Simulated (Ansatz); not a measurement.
**How methods differ on H3PO2 (SMILES O=[PH2]O)**

H3PO2: 6 atoms, total charge 0, spin state singlet. As SMILES, `O=[PH2]O`. The shape is that of a GFN2-xTB optimisation. This is one conformer, not always the lowest.

| atom | x (Å) | y (Å) | z (Å) |
| --- | --- | --- | --- |
| O | -0.2881 | -1.5169 | -0.9086 |
| P | -0.1619 | -0.1801 | -0.3715 |
| O | 0.5355 | -0.1851 | 1.0669 |
| H | -1.3513 | 0.5063 | -0.1566 |
| H | 0.6162 | 0.7035 | -1.1105 |
| H | 0.6496 | 0.6723 | 1.4802 |

Each level gives the energy change with the O3–H6 bond stretched from 0.959 to 1.198 Å (eV). The values are calculated.

| level | kind | program | value (eV) | less FCI/STO-3G | CPU time (all runs) |
| --- | --- | --- | --- | --- | --- |
| BLYP/STO-3G (restricted) | GGA | Ansatz | 0.27 | -0.18 | 2.8 s |
| PBE/STO-3G (restricted) | GGA | Ansatz | 0.33 | -0.12 | 2.8 s |
| revPBE/STO-3G (restricted) | GGA | Ansatz | 0.31 | -0.14 | 2.8 s |
| CAM-B3LYP/STO-3G (restricted) | range-separated hybrid | Ansatz | 0.55 | +0.10 | 3.1 s |
| HSE06/STO-3G (restricted) | range-separated hybrid | Ansatz | 0.55 | +0.10 | 3.2 s |
| wB97M-V/STO-3G (restricted) | range-separated hybrid | Ansatz | 0.56 | +0.11 | 47 s |
| wB97X/STO-3G (restricted) | range-separated hybrid | Ansatz | 0.59 | +0.14 | 12 s |
| RPA@PBE/STO-3G (restricted) | RPA | Ansatz | 0.33 | -0.12 | 4.1 s |
| FCI/STO-3G | exact in the basis | Ansatz | 0.45 | 0.00 | 1.8 min |

FCI/STO-3G is exact within its basis and frozen core, so for wave-function methods in that basis the difference is their error; functionals converge differently with the basis, so for them it is only a difference. The first shape isn't each level's own minimum. The values span 0.27 to 0.59 eV. All rows use very small basis sets, so none should be taken for the real molecule's value. CPU times are rough (shared hosts, several kinds of processor and program).

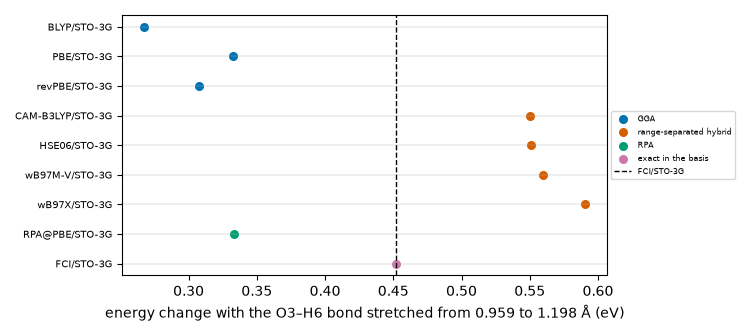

The values of the table, level by level.
